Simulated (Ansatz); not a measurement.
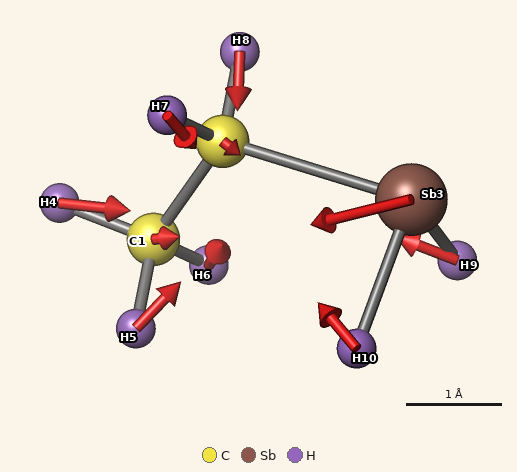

This is a relaxation of C2H7Sb. The starting structure is drawn; red arrows show the displacements, 30 times their true length. The two geometries are superimposed by the best rigid fit.

A ball-and-stick model, seen from a free direction.

The start comes from PBE-D4/def2-SVP.

All numbers below come from Ansatz 0.2.0, RKS PBE0-D4/def2-TZVP. (force threshold 0.005 eV/Å; at most 150 steps)

Q: What did the optimiser do to the structure, and how much energy did it gain?

A: The largest move after the best rigid fit is that of the Sb atom, 0.043 Å. Largest moves by element: Sb 0.043 Å, H 0.028 Å, C 0.011 Å. Near-neighbour distances that change, for instance: C–Sb 2.214 → 2.169 Å, H–Sb 1.739 → 1.712 Å, C–H 1.112 → 1.095 Å, C–C 1.524 → 1.516 Å. After 5 geometry steps the energy has fallen by 4.66 kJ/mol. The largest force component goes from 0.54 to 0.0022 eV/Å.
